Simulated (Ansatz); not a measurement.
## Si2W (I4/mmm): zone-centre modes under pressure

Wanted: Grüneisen parameters and pressure coefficients of the modes of Si2W (I4/mmm).

Method: DFT LDA, scalar-relativistic, plane waves, PAW; PAW set soft_1, in Ansatz 0.2.0.

### Step 1. The starting structure

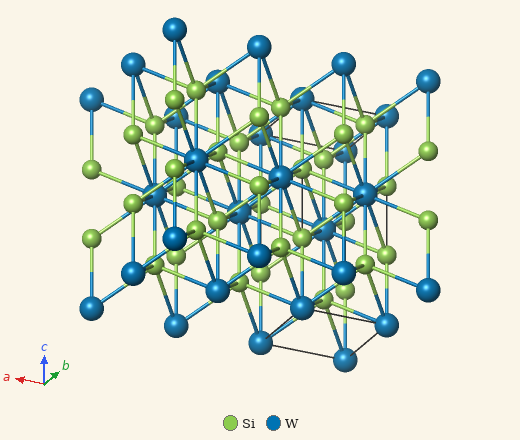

The starting structure, seen from a free direction (silicon green, tungsten blue). 3×2×1 cells are drawn. This picture shows the conventional cell, with its axes. Some periodic images of atoms are drawn too.

### Step 2. Bringing the structure to rest

Harmonic phonons are second derivatives at a point where the forces vanish, and they are wanted at zero stress, so atoms and cell are relaxed first.

Contents of input.yaml:

```yaml
crystal:
  lattice:
    - [-1.6069, 1.6069, 3.91495]
    - [1.6069, -1.6069, 3.91495]
    - [1.6069, 1.6069, -3.91495]
  atoms:
    - { symbol: Si, position: [0.3347, 0.3347, 0.0] }
    - { symbol: Si, position: [0.6653, 0.6653, 0.0] }
    - { symbol: W, position: [0.0, 0.0, 0.0] }
kpoints:
  mp_grid: { grid: [18, 18, 18] }
hamiltonian:
  xc: lda
  pseudopotentials: { kind: paw, azcp: { folder: soft_1 }, xc_functional: pbe }
scf:
  occupations: { method: gaussian, width: 0.1 }
output:
  forces: true
  stress: true
  eigenvalues: true
  write_density: true
  write_potential: true
  elf: true
  volumetric_format: npy
relax:
  adjacent_minimum: "off"
  f_tol: 0.005
  max_steps: 80
  cell: { stress_tol: 0.05 }
```

On the command line:

```console
$ ansatz run input.yaml --threads 4 --pin off --max-ram 10240MiB --backend cpu --events-out ev --progress --plain --runs-dir out
```

Numbers of over 12 decimals in the logs are rounded to 6 here.

The log of the run:

```text
Engine: ansatz 0.2.0, aarch64-unknown-linux-gnu
Pseudopotentials: kind: paw
Pseudopotential: Si, paw, valence charge 4, recommended cutoff 420 eV (normal), soft_1/Si.paw.azcp
Pseudopotential: W, paw, valence charge 14, recommended cutoff 420 eV (normal), soft_1/W.paw.azcp
Functional definition: SPW92
  exchange = slater_x
  correlation = pw_c
Crystal: 3 atoms, lattice volume = 40.436 Å³
Basis set: ecut = 420 eV, 793 PW (Γ)
Bands: 15, of which v1, the nominal top of the filled ones, is band 11 counted from 1 (10 counted from 0)
Symmetry: 16 space group operations
Space group: I4/mmm (ITA 139), of the structure as read, at distance tolerance 3.4e-5 Å
k-points: 480 of 5832
Non-local potential: Si, projectors of the file, l = 0: 2, l = 1: 2, l = 2: 1
Non-local potential: W, projectors of the file, l = 0: 3, l = 1: 2, l = 2: 2, l = 3: 1
PAW form: soft (Blöchl's): semilocal exchange-correlation on the pseudo side does not see the compensation charge
PAW frozen core: Si, regenerated for the run's functional, and the local potential with it (the file was generated under x = pbe(κ = 0.804, μ = 0.219515), c = pbe(β = 0.066725))
PAW frozen core: W, regenerated for the run's functional, and the local potential with it (the file was generated under x = pbe(κ = 0.804, μ = 0.219515), c = pbe(β = 0.066725))
PAW one-centre angular grid: Si, 110 points (default); XC on 64 Gauss nodes
PAW one-centre angular grid: W, 590 points (default); XC on 64 Gauss nodes
Initial density: superposition of atomic densities (chi_scale 0.1, normalization cell, long waves kept (reshape's long-wave potential 0.00 eV rms))
Initial wavefunctions: pseudopotential atomic-orbital guess
Functional: x = slater, c = lda
SCF iter   1: F=—  HF=-11349.573499 eV  |F-HF|=—  |Δ(HF+E_count)|=         —  Δρ=4.69e-2  dr2=8.78e-1  ethr=3.10e-3  ⟨swp⟩=5.6  Hψ=43046  notcnv=0
preconditioner: auto → Kerker (q_TF=auto, 2.465 Å⁻¹)  [metal: Δε(μ)=0.120 eV  Ē_g=8.228 eV  σ=0.100 eV  W_gap=0.48  n_scr=10 (ndim 8)  ℏωp=21.8 eV  f_vac=0.000  D(μ)=0.24/eV (n_scr^D=0)]
SCF iter   2: F=—  HF=-11349.354388 eV  |F-HF|=—  |Δ(HF+E_count)|=   2.19e-1  Δρ=2.47e-2  dr2=1.87e-1  ethr=3.10e-3  ⟨swp⟩=2.1  Hψ=13109  notcnv=0  defer=2
SCF iter   3: F=—  HF=-11349.289219 eV  |F-HF|=—  |Δ(HF+E_count)|=   6.52e-2  Δρ=6.35e-3  dr2=1.31e-2  ethr=8.49e-4  ⟨swp⟩=2.7  Hψ=12965  notcnv=0  defer=10
SCF iter   4: F=—  HF=-11349.284578 eV  |F-HF|=—  |Δ(HF+E_count)|=   4.64e-3  Δρ=5.20e-4  dr2=7.06e-5  ethr=5.96e-5  ⟨swp⟩=2.4  Hψ=11540  notcnv=0  defer=10
SCF iter   5: F=—  HF=-11349.284561 eV  |F-HF|=—  |Δ(HF+E_count)|=   1.71e-5  Δρ=6.56e-5  dr2=1.44e-6  ethr=3.21e-7  ⟨swp⟩=2.7  Hψ=12104  notcnv=0  defer=12
SCF iter   6: F=-11349.284561 eV  HF=-11349.284561 eV  |F-HF|=1.84e-8  |Δ(HF+E_count)|=   1.38e-7  Δρ=1.01e-5  dr2=4.19e-8  ethr=4.55e-10  ⟨swp⟩=9.7  Hψ=50040  notcnv=0
SCF 1 converged in 6 iterations: F = -11349.284561 eV  dr2 = 4.19e-8
  greatest PAW one-centre occupation: 0.999 electrons in one spin orbital (limit 2), on the W atom at site 2 (counted from 0), in its partial waves of l = 0
relax step   1: F+E_penalty+E_count = -11349.28456062 eV  Δ(F+E_penalty+E_count) = +0.000e0 eV  max|allowed force component| = 6.486e-2 eV/Å  Δτ_max = 0.0000 Å  P = -5.690 GPa  Ω = 40.436 Å³  (6 SCF iters, dr2 threshold 1.00e-7 eV, accepted)
Crystal: 3 atoms, lattice volume = 39.058 Å³
Basis set: ecut = 420 eV, 769 PW (Γ)
Initial density: handed on by an earlier stage of this run
Initial wavefunctions: those handed on with the density
iter 1 solved again at ethr=4.94e-6 eV; its pass at ethr=3.10e-3 eV (dr2=1.09e-3 eV) is discarded
SCF iter   1: F=—  HF=-11349.299909 eV  |F-HF|=—  |Δ(HF+E_count)|=         —  Δρ=1.43e-3  dr2=1.20e-3  ethr=4.94e-6  ⟨swp⟩=1.3  Hψ=46026  notcnv=0
preconditioner: auto → Kerker (q_TF=auto, 2.479 Å⁻¹)  [metal: Δε(μ)=0.078 eV  Ē_g=8.316 eV  σ=0.100 eV  W_gap=0.41  n_scr=10 (ndim 8)  ℏωp=22.2 eV  f_vac=0.000  D(μ)=0.17/eV (n_scr^D=0)]
SCF iter   2: F=—  HF=-11349.299621 eV  |F-HF|=—  |Δ(HF+E_count)|=   2.87e-4  Δρ=8.24e-4  dr2=3.41e-4  ethr=4.94e-6  ⟨swp⟩=1.0  Hψ=7219  notcnv=0
SCF iter   3: F=—  HF=-11349.299494 eV  |F-HF|=—  |Δ(HF+E_count)|=   1.27e-4  Δρ=1.61e-4  dr2=1.22e-5  ethr=1.55e-6  ⟨swp⟩=2.4  Hψ=10429  notcnv=0
SCF iter   4: F=—  HF=-11349.299491 eV  |F-HF|=—  |Δ(HF+E_count)|=   3.30e-6  Δρ=2.79e-5  dr2=3.05e-7  ethr=5.53e-8  ⟨swp⟩=2.3  Hψ=10228  notcnv=0
SCF iter   5: F=-11349.299491 eV  HF=-11349.299491 eV  |F-HF|=4.14e-9  |Δ(HF+E_count)|=   6.75e-8  Δρ=4.42e-6  dr2=8.09e-9  ethr=1.36e-9  ⟨swp⟩=8.7  Hψ=47009  notcnv=0
SCF 2 converged in 5 iterations: F = -11349.299491 eV  dr2 = 8.09e-9
relax step   2: F+E_penalty+E_count = -11349.29949064 eV  Δ(F+E_penalty+E_count) = -1.493e-2 eV  max|allowed force component| = 6.492e-2 eV/Å  Δτ_max = 0.0018 Å  P = +2.395 GPa  Ω = 39.058 Å³  energy of the carried Pulay correction = +2.457e-4 eV  (5 SCF iters, dr2 threshold 3.00e-7 eV, accepted)
Crystal: 3 atoms, lattice volume = 39.461 Å³
iter 1 solved again at ethr=9.99e-7 eV; its pass at ethr=3.10e-3 eV (dr2=2.20e-4 eV) is discarded
SCF iter   1: F=—  HF=-11349.302816 eV  |F-HF|=—  |Δ(HF+E_count)|=         —  Δρ=5.80e-4  dr2=2.52e-4  ethr=9.99e-7  ⟨swp⟩=2.1  Hψ=45357  notcnv=0
preconditioner: auto → Kerker (q_TF=auto, 2.475 Å⁻¹)  [metal: Δε(μ)=0.084 eV  Ē_g=8.245 eV  σ=0.100 eV  W_gap=0.43  n_scr=10 (ndim 8)  ℏωp=22.1 eV  f_vac=0.000  D(μ)=0.17/eV (n_scr^D=0)]
SCF iter   2: F=—  HF=-11349.302760 eV  |F-HF|=—  |Δ(HF+E_count)|=   5.56e-5  Δρ=3.20e-4  dr2=7.10e-5  ethr=9.99e-7  ⟨swp⟩=1.1  Hψ=7368  notcnv=0
SCF iter   3: F=—  HF=-11349.302734 eV  |F-HF|=—  |Δ(HF+E_count)|=   2.64e-5  Δρ=6.56e-5  dr2=3.84e-6  ethr=3.23e-7  ⟨swp⟩=2.6  Hψ=10461  notcnv=0
SCF iter   4: F=-11349.302733 eV  HF=-11349.302733 eV  |F-HF|=4.79e-8  |Δ(HF+E_count)|=   1.12e-6  Δρ=1.47e-5  dr2=8.42e-8  ethr=1.36e-9  ⟨swp⟩=6.3  Hψ=44403  notcnv=0
SCF 3 converged in 4 iterations: F = -11349.302733 eV  dr2 = 8.42e-8
relax step   3: F+E_penalty+E_count = -11349.30273277 eV  Δ(F+E_penalty+E_count) = -3.242e-3 eV  max|allowed force component| = 1.187e-2 eV/Å  Δτ_max = 0.0012 Å  P = -0.096 GPa  Ω = 39.461 Å³  energy of the carried Pulay correction = +1.729e-4 eV  (4 SCF iters, dr2 threshold 3.00e-7 eV, accepted)
[...]
relax step   4: F+E_penalty+E_count = -11349.30275226 eV  Δ(F+E_penalty+E_count) = -1.949e-5 eV  max|allowed force component| = 4.377e-3 eV/Å  Δτ_max = 0.0004 Å  P = -0.011 GPa  Ω = 39.444 Å³  energy of the carried Pulay correction = +1.759e-4 eV  (3 SCF iters, dr2 threshold 5.45e-8 eV, accepted)
Initial wavefunctions: pseudopotential atomic-orbital guess (no wavefunctions were taken with the density)
iter 1 solved again at ethr=1.47e-8 eV; its pass at ethr=3.10e-3 eV (dr2=3.23e-6 eV) is discarded
SCF iter   1: F=—  HF=-11349.302574 eV  |F-HF|=—  |Δ(HF+E_count)|=         —  Δρ=3.04e-5  dr2=5.16e-8  ethr=1.47e-8  ⟨swp⟩=3.0  Hψ=63803  notcnv=0
preconditioner: auto → Kerker (q_TF=auto, 2.475 Å⁻¹)  [metal: Δε(μ)=0.085 eV  Ē_g=8.247 eV  σ=0.100 eV  W_gap=0.44  n_scr=10 (ndim 8)  ℏωp=22.1 eV  f_vac=0.000  D(μ)=0.17/eV (n_scr^D=0)]
SCF iter   2: F=—  HF=-11349.302573 eV  |F-HF|=—  |Δ(HF+E_count)|=   1.46e-6  Δρ=1.60e-5  dr2=1.44e-8  ethr=2.35e-10  ⟨swp⟩=1.4  Hψ=7989  notcnv=0
SCF iter   3: F=—  HF=-11349.302573 eV  |F-HF|=—  |Δ(HF+E_count)|=   3.29e-9  Δρ=5.76e-7  dr2=1.07e-10  ethr=6.53e-11  ⟨swp⟩=2.9  Hψ=12113  notcnv=0
SCF iter   4: F=-11349.302573 eV  HF=-11349.302573 eV  |F-HF|=3.64e-12  |Δ(HF+E_count)|=  2.73e-11  Δρ=1.52e-7  dr2=1.20e-11  ethr=1.00e-12  ⟨swp⟩=5.8  Hψ=32979  notcnv=0
SCF 5 converged in 4 iterations: F = -11349.302573 eV  dr2 = 1.20e-11
relax step   5: F+E_penalty+E_count = -11349.30257290 eV  Δ(F+E_penalty+E_count) = +1.794e-4 eV  max|allowed force component| = 4.369e-3 eV/Å  Δτ_max = 0.0000 Å  P = -0.010 GPa  Ω = 39.444 Å³  stress off target by 2.25e-2 GPa  SCF on the basis re-selected at this cell (its energy is not comparable with the rows above)  (4 SCF iters)
basis re-selected at this cell: Δ(F+E_penalty+E_count) = +1.794e-4 eV, ΔP = +0.001 GPa vs the last step (what re-selecting the basis moved, of the pressure what is left beyond the Pulay correction that the steps carried, after the strain that the cell walked since its last selection, with what the two solves' SCF thresholds leave and, on support functions, any second-order correction that the steps lacked; it is no m [...]
SCF converged after 4 iterations
Free energy (F): -11349.302573 eV
Harris-Foulkes:  -11349.302573 eV  (|F-HF|=3.64e-12)
Internal energy: -11349.301707 eV  (E = F + TS)
E sigma→0 (E₀):  -11349.302140 eV
Entropy (-TS):   -0.000866 eV (-0.289 meV/atom)
Fermi energy:    16.850489 eV
--- Per-component energies (eV) ---
  E_band       = -78.234470
  E_kinetic    = 516.210489
  E_local      = -877.071666  (includes V_loc(G=0)·N_el)
  E_nonlocal   = 26.431876
  E_hartree    = 381.501750
  E_xc         = -383.697947
  E_vxc        = -335.249006  (∫ρ·V_xc dr)
  E_paw        = -9294.604766  (= ΣΔE_a)
  E_vpaw       = -171.559943  (= ΣTr[D̂ρ^β])
  E_aug_tail   = 0.000201  (compensation charges beyond the density's cutoff)
  E_ewald      = -1718.523555
  E_core_change = 0.451911  (= ΣΔE_core)
  E_smearing   = -0.000866  (= −TS)
  E_closure    = -0.000000  (closes the sum)
  Σ components = -11349.302573   (vs F -11349.302573, Δ=0.00e0)
--- Forces (eV/Å), atoms counted from 1 ---
  atom   1  Si     0.00000000     0.00000000    -0.00436944
  atom   2  Si    -0.00000000     0.00000000     0.00436944
  atom   3  W     -0.00000000     0.00000000     0.00000000
  max |Σ_I F_I| component: 7.63e-17 eV/Å
--- Stress (GPa, compression-positive) ---
       -0.003859       0.000000      -0.000000
        0.000000      -0.003859       0.000000
       -0.000000       0.000000      -0.022488
  P = ⅓ Tr σ = -0.0101 GPa (-0.101 kbar)
--- Band table (eV; the first three rows and the last of 480) ---
  k-point 0: bands = [... 7 lower, 13.3849, 13.9567, 13.9567, 17.4751, 19.7475, 19.7969, 20.0325, 20.0325]
  k-point 1: bands = [... 7 lower, 13.4124, 13.6895, 14.3753, 16.9528, 19.5843, 20.1081, 20.1162, 20.1335]
  k-point 2: bands = [... 7 lower, 13.0529, 13.4980, 14.9242, 15.8220, 19.3575, 20.3071, 20.3502, 20.7664]
  k-point 479: bands = [... 7 lower, 14.2090, 16.0582, 16.0582, 16.3206, 16.3206, 17.6581, 21.4171, 21.8912]
--- Relaxed structure (4 steps of the walk, 4 accepted, 1 SCFs on fresh bases) ---
  F+E_penalty+E_count = -11349.30257290 eV   max|allowed force component| = 4.369e-3 eV/Å   (the final SCF, on the basis selected at the relaxed cell)
  cell:  # Å, volume = 39.4444 Å³
    - [-1.592904, 1.592904, 3.886388]
    - [1.592904, -1.592904, 3.886388]
    - [1.592904, 1.592904, -3.886388]
  atoms:
    - { symbol: Si, position: [0.334718, 0.334718, 0] }
    - { symbol: Si, position: [0.665282, 0.665282, 0] }
    - { symbol: W, position: [0, 0, 0] }
```

The job ended after 36 s (4 threads of Arm Neoverse N1, shared host; peak memory 0.57 GiB).

Step by step:

| step | energy less that of the first step (eV) | largest force component (eV/Å) | pressure (GPa) | volume (Å³) |
| --- | --- | --- | --- | --- |
| 1 | 0.0000 | 0.0649 | -5.69 | 40.44 |
| 2 | -0.0149 | 0.0649 | 2.40 | 39.06 |
| 3 | -0.0182 | 0.0119 | -0.10 | 39.46 |
| 4 | -0.0182 | 0.0044 | -0.01 | 39.44 |
| 5* | -0.0180 | 0.0044 | -0.01 | 39.44 |

Relaxation steps marked * repeat the geometry before them on a plane-wave basis chosen anew for their cell, so energy and pressure can jump there.

The run keeps the 16 symmetry operations that it works with, so distortions that break them were not tested.

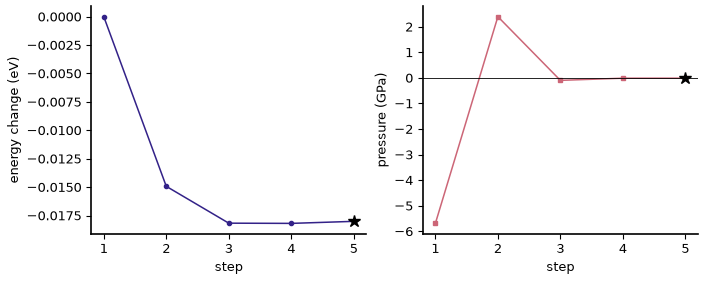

Energy and pressure along the relaxation. Stars mark steps on a basis chosen anew.

| conventional cell, symmetrised | before | after | change |
| --- | --- | --- | --- |
| a (Å) | 3.214 | 3.186 | -0.9 % |
| b (Å) | 3.214 | 3.186 | -0.9 % |
| c (Å) | 7.830 | 7.773 | -0.7 % |
| volume (Å³/atom) | 13.48 | 13.15 | -2.5 % |

Final coordinates:

```xyz
3
Lattice="-1.5929 1.5929 3.8864 1.5929 -1.5929 3.8864 1.5929 1.5929 -3.8864" Properties=species:S:1:pos:R:3 pbc="T T T"
Si    0.0000    0.0000    2.6017
Si    0.0000    0.0000    5.1711
W     0.0000    0.0000    0.0000
```

Numbers from this step:

```
pressure          : -0.01007 GPa
volume per atom   : 13.15 Å³
gap on the k-mesh : 0 eV
```

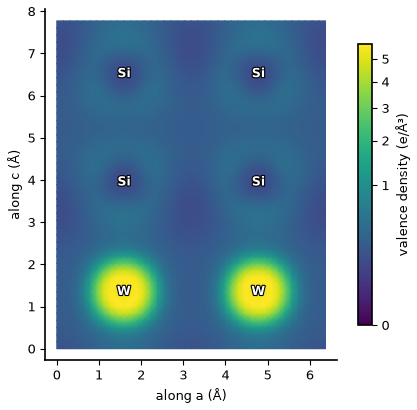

Valence density in the ac plane of the conventional cell at fractional y = 0.000, with atoms of Si and W within 0.2 Å of it. It is the smooth field of the valence electrons, not physical close to the nuclei. The map starts off the cell's origin, so that atoms lie inside it. The colour scale is stretched toward low values.

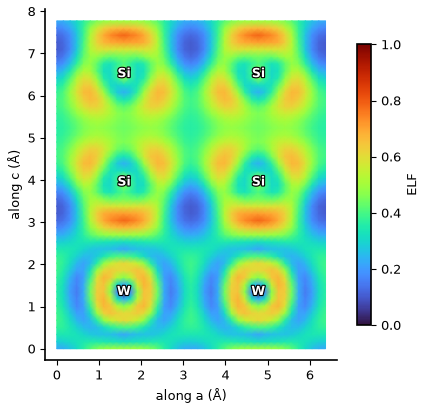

ELF in the ac plane of the conventional cell at fractional y = 0.000, with atoms of Si and W within 0.2 Å of it. It is the smooth field of the valence electrons, not physical close to the nuclei. The map starts off the cell's origin, so that atoms lie inside it.

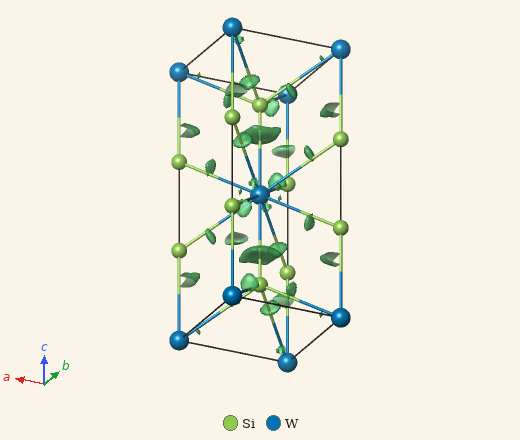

Surface of ELF = 0.7.

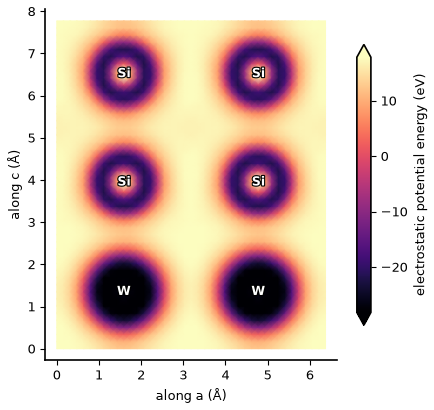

Electrostatic potential energy in the ac plane of the conventional cell at fractional y = 0.000, with atoms of Si and W within 0.2 Å of it. With pseudopotentials it is smooth inside the atoms' cores, unlike the true potential. The map starts off the cell's origin, so that atoms lie inside it.

In this step the volume went from 13.48 to 13.15 Å³/atom.

### Step 3. Tight relaxation

Phonons need small forces and stress, so the relaxation is finished with tight tolerances on 20×20×20 k points.

input.yaml, the sections that differ from step 2:

```yaml
crystal:
  lattice:
    - [-1.5929037367, 1.5929037367, 3.8863876721]
    - [1.5929037367, -1.5929037367, 3.8863876721]
    - [1.5929037367, 1.5929037367, -3.8863876721]
  atoms:
    - { symbol: Si, position: [0.3347181176, 0.3347181176, 0.0] }
    - { symbol: Si, position: [0.6652818824, 0.6652818824, 0.0] }
    - { symbol: W, position: [0.0, 0.0, 0.0] }
kpoints:
  mp_grid: { grid: [20, 20, 20] }
scf:
  occupations: { method: methfessel_paxton, width: 0.2 }
relax:
  adjacent_minimum: "off"
  f_tol: 0.001
  max_steps: 60
  cell: { stress_tol: 0.01 }
# hamiltonian, output: as in step 2
```

The log of the run:

```text
[...]
Crystal: 3 atoms, lattice volume = 39.444 Å³
Basis set: ecut = 420 eV, 769 PW (Γ)
Bands: 15, of which v1, the nominal top of the filled ones, is band 11 counted from 1 (10 counted from 0)
Symmetry: 16 space group operations
[...]
k-points: 641 of 8000
[...]
--- Relaxed structure (3 steps of the walk, 3 accepted, 1 SCFs on fresh bases) ---
[...]
cell:  # Å, volume = 39.4412 Å³
    - [-1.592941, 1.592941, 3.885893]
    - [1.592941, -1.592941, 3.885893]
    - [1.592941, 1.592941, -3.885893]
  atoms:
    - { symbol: Si, position: [0.334711, 0.334711, 0] }
    - { symbol: Si, position: [0.665289, 0.665289, 0] }
    - { symbol: W, position: [0, 0, 0] }
[key lines of the parts left out:]
SCF converged after 4 iterations
Free energy (F): -11349.301576 eV
Fermi energy:    16.831017 eV
P = ⅓ Tr σ = 0.0000 GPa (0.000 kbar)
```

It took 36 s on 4 threads; peak memory 0.64 GiB; 2.3 min of CPU time.

Little changed from the start: no atom moved by 0.005 Å and no cell edge by 0.1 %.

This step gave:

| Quantity | Value |
| --- | --- |
| pressure | 4.47e-5 GPa |

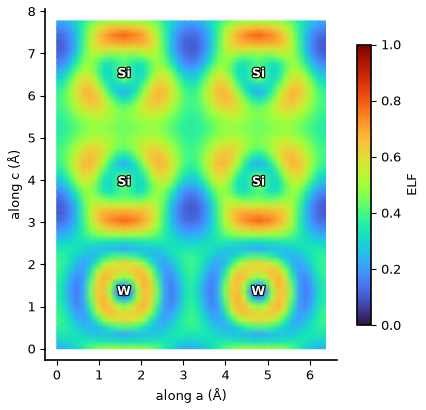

ELF in the ac plane of the conventional cell at fractional y = 0.000, with atoms of Si and W within 0.2 Å of it. It is the smooth field of the valence electrons, not physical close to the nuclei. The map starts off the cell's origin, so that atoms lie inside it.

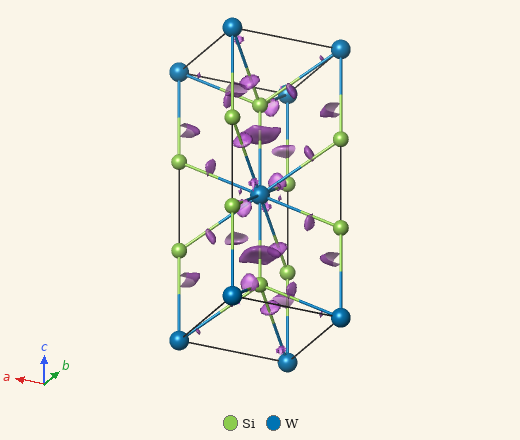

Surface of ELF = 0.7.

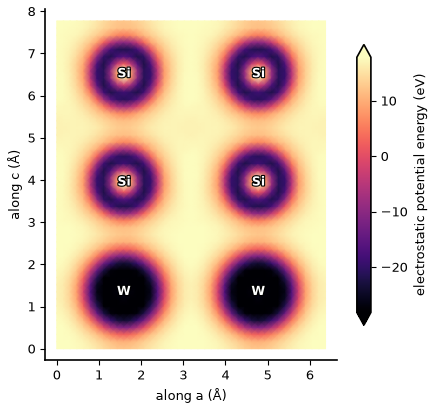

Electrostatic potential energy in the ac plane of the conventional cell at fractional y = 0.000, with atoms of Si and W within 0.2 Å of it. With pseudopotentials it is smooth inside the atoms' cores, unlike the true potential. The map starts off the cell's origin, so that atoms lie inside it.

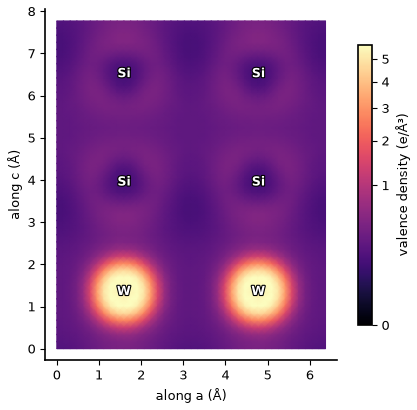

Valence density in the ac plane of the conventional cell at fractional y = 0.000, with atoms of Si and W within 0.2 Å of it. It is the smooth field of the valence electrons, not physical close to the nuclei. The map starts off the cell's origin, so that atoms lie inside it. The colour scale is stretched toward low values.

The largest force component left is 0.29 meV/Å and the pressure is 0.000 GPa, within the tolerances set. The cell now holds 13.15 Å³/atom.

[end of part 1 of 2]

[Logs are printed without paths, hosts, clocks, repeated set-up lines and the standing remarks that a program may print on its own settings, such as how far it seeks lower states.]

[Hosts, paths, dates, database ids (printed as entryN), source tags and the programs' standing remarks are cut or masked in the printed files.]
